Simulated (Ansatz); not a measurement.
Ca$_{2}$PtS$_{3}$

Input file:

```
crystal:
  lattice:
    - [3.246253044, 1.8742250688, 3.4055452103]
    - [-3.246253044, 1.8742250688, 3.4055452103]
    - [0.0, -3.7484501377, 3.4055452103]
  atoms:
    - { symbol: Ca, position: [0.1561216628, 0.1561216628, 0.1561216628] }
    - { symbol: Ca, position: [0.8438783372, 0.8438783372, 0.8438783372] }
    - { symbol: Pt, position: [0.5, 0.5, 0.5] }
    - { symbol: S, position: [0.5, 0.5, 0.0] }
    - { symbol: S, position: [0.5, 0.0, 0.5] }
    - { symbol: S, position: [0.0, 0.5, 0.5] }
kpoints:
  mp_grid: { grid: [6, 6, 6] }
hamiltonian:
  xc: r2scan
  dispersion: rvv10
scf:
  occupations: { method: fermi_dirac, width: 0.03 }
relax:
  f_tol: 0.01
  cell: {}
  max_steps: 120
output:
  write_density: true
  write_potential: true
  elf: true
  volumetric_format: npy
```

Run with:

```sh
ansatz run input.yaml --threads 2 --pin off --max-ram 2211MiB --backend cpu --events-out ev --progress --plain --runs-dir out
```

Below, planes, directions and counts refer to the conventional cell (a = 6.61 Å, b = 6.61 Å, c = 10.17 Å, α = 90.00°, β = 90.00°, γ = 120.00°).

The fields are those of the run's last geometry, not of the input's.

Space group R-3m; a structure from a database of computed crystals, not necessarily the ambient phase; started from the Mg2SiNi3-166 prototype, which need not be the ambient phase.

The calculation used DFT, r2SCAN+rVV10, plane waves, PAW (Ansatz 0.2.0).

The density is the valence pseudo-density of a PAW calculation; it isn't the true density close to the nuclei.

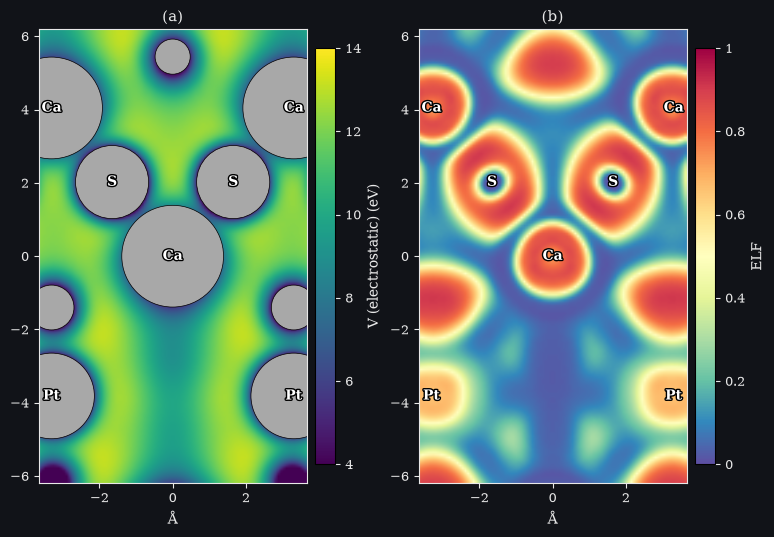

Figure 1. (a) electrostatic potential energy of an electron; (b) electron localisation function on the (101̄) plane of the conventional cell. Grey discs cover the atomic cores in the potential map.

Interpret the plot.

Answer. Atoms in the plane: Ca, Pt and S.
Atoms just off the plane (S, 0.8 Å away) can leave unmarked features too.
Ca–S (2.61 Å): the ELF peaks at about 0.90 in the valence shell of S, 0.8 Å from its nucleus, and is about 0.35 at the midpoint: a largely ionic contact.
The features right at Ca and Pt lie inside the PAW spheres, where the map follows smoothed inner orbitals and isn't to be read closely.
Outside the cores the potential energy rises away from the atoms and is highest about 1.8 Å from the nearest atoms; its zero is arbitrary.

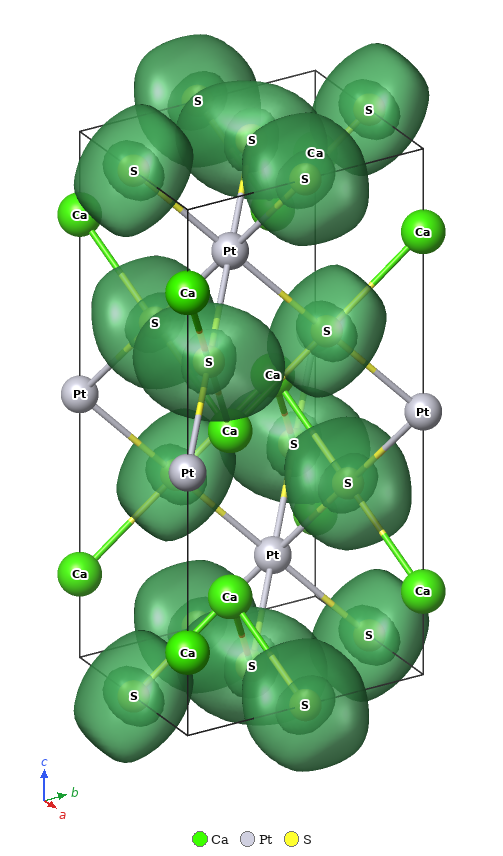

Figure 2. Isosurface of the electron localisation function at 0.7 (green), seen slightly off an axis. Core shells and regions of very low density are left out. Sticks mark near contacts.

Where are the electrons localised?

Answer. The surface consists of nine regions wrapped around S (the valence shell of each), counted in one cell of 18 atoms. Any copies at cell faces, edges or corners count once. Profiles from the grid: Pt–S (2.55 Å): the ELF peaks at about 0.80 in the valence shell of S, 0.8 Å from its nucleus, and drops to about 0.25 between the two atoms.
